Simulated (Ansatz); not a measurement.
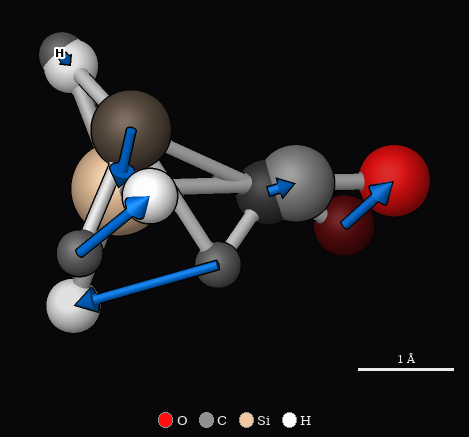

A relaxation of CH$_{3}$OSi (charge +1). The starting structure is drawn faded, the final one solid; blue arrows show the displacements, at their true length. The two geometries are superimposed by the best rigid fit.

The picture is a ball-and-stick view, seen at a tilt.

The run prepares an end point of a later path (hydrogen shift) calculation, from a guessed geometry.

Level of theory: RKS B3LYP/def2-SVP in Ansatz 0.2.0. (no spin polarisation; force threshold 0.02 eV/Å; at most 50 steps)

**Describe the change and its energy.**

The atom that moves furthest after the best rigid fit is an H atom (1.65 Å). Largest moves by element: H 1.65 Å, Si 0.77 Å, O 0.75 Å, C 0.31 Å. Near-neighbour distances that change, for instance: C–H 1.090 → 2.675 Å, H–Si 1.802 → 1.478 Å, C–Si 1.979 → 2.016 Å, H–Si 1.459 → 1.478 Å. Bonds break: C–H (1.09 → 2.68 Å). Bond angles that change, for instance: C–Si–H 33.1° → 98.8°, H–Si–H 65.2° → 117.7°. The energy falls by 399.8 kJ/mol in 17 geometry steps. The largest force component goes from 5.5 to 0.015 eV/Å.
